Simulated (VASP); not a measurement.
Band structure of GeMo (space group Fm-3m). Level of theory: PBE GGA, VASP's PBE PAW potentials (set 64) (plane waves; VASP).

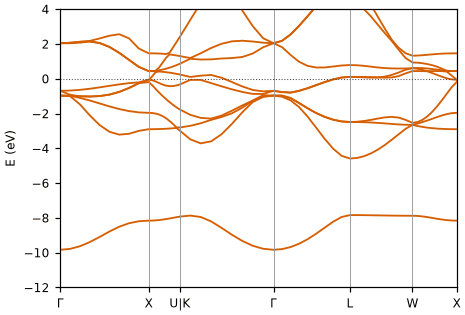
Figure: Bands along high-symmetry lines, zero at the valence-band maximum or, without a gap, the Fermi level

Q: Read the plot: is there a gap, and where are the band edges?

A: It has no gap at this level: it comes out as a metal or semimetal.

The structure was generated: GeMo was put into an ordered model structure, which need not be its known phase. The cell was not relaxed at this level. The k-mesh is coarse (spacing up to 0.38 per Å, 2π included), so the numbers may not be converged in it.
